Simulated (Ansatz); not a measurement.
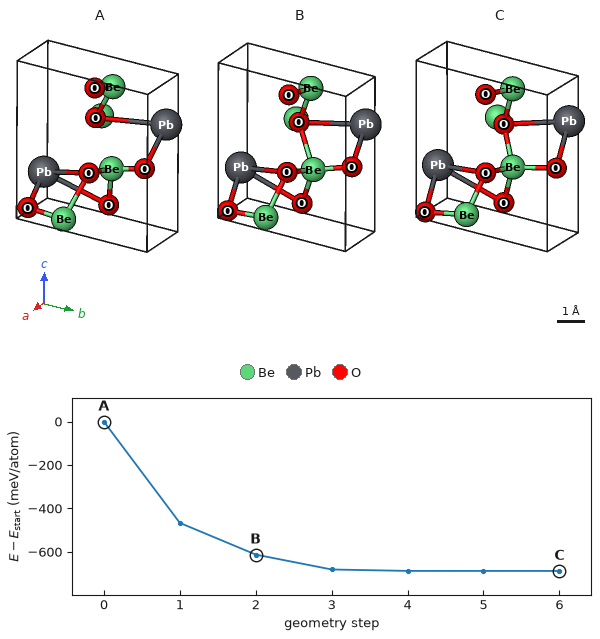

Frames of a relaxation of solid Be2PbO3 (built on the Cu2GeS3-44 type type), marked on the history of the run. The picture is a ball-and-stick view of the cell of the calculation, reduced to other axes, seen slightly off an axis. Lengths and directions refer to the drawn axes.

Case: shaken.

Method: DFT, PBEsol, plane waves, PAW (Ansatz 0.2.0). Set-up: plane-wave cutoff 420 eV; k-point mesh 8 × 8 × 8; occupations fermi dirac; smearing width 0.05 eV; no spin polarisation; cell and atoms relaxed; force threshold 0.01 eV/Å; at most 120 steps.

What happens along the run?

The run was cut off at its time limit before the program reported convergence, but its last step already meets the force threshold: the largest component is 0.0013 eV/Å against 0.01 eV/Å. The pressure is within 0.01 GPa of its target. Over 6 geometry steps the energy falls by 688 meV per atom. The largest force component goes from 19 to 0.0013 eV/Å. Pressure: 24.55 GPa at the start and 0.00 GPa at the end. The atom that moves furthest relative to the cell is an O atom (0.45 Å along [0 3 1]). Largest moves by element: O 0.45 Å, Be 0.37 Å, Pb 0.32 Å. Cell: a 4.530 → 4.492 Å (−0.8 %), b 5.182 → 5.215 Å (+0.6 %), c 5.964 → 5.932 Å (−0.5 %), α 105.8° → 106.5°, β 91.1° → 90.0°, γ 115.0° → 115.5°. Volume −1.2 %. Some distances before and after: Be–O 2.278 → 1.650 Å, Be–O 1.176 → 1.631 Å, Be–O 2.063 → 1.631 Å, Be–O 2.166 → 1.749 Å. New bonds form: Be–O (2.17 → 1.75 Å). Bond angles that change, for instance: O–Be–O 140.7° → 105.1°, O–Be–O 85.9° → 105.7°, O–Be–O 123.7° → 105.7°. The space group (tolerance 0.01 Å) goes from P1 (No. 1) to Imm2 (No. 44). The run took 15 min on 1 × NVIDIA H100 80GB HBM3 with 2 threads of AMD EPYC 7R13 Processor (Zen 3), on a shared host, peak memory 1.3 GiB. From step 0 to 2: an O atom moves most (0.37 Å), volume −5.7 %, energy −612 meV per atom. From step 2 to 6: an O atom moves most (0.18 Å), volume +4.8 %, energy −75.3 meV per atom.
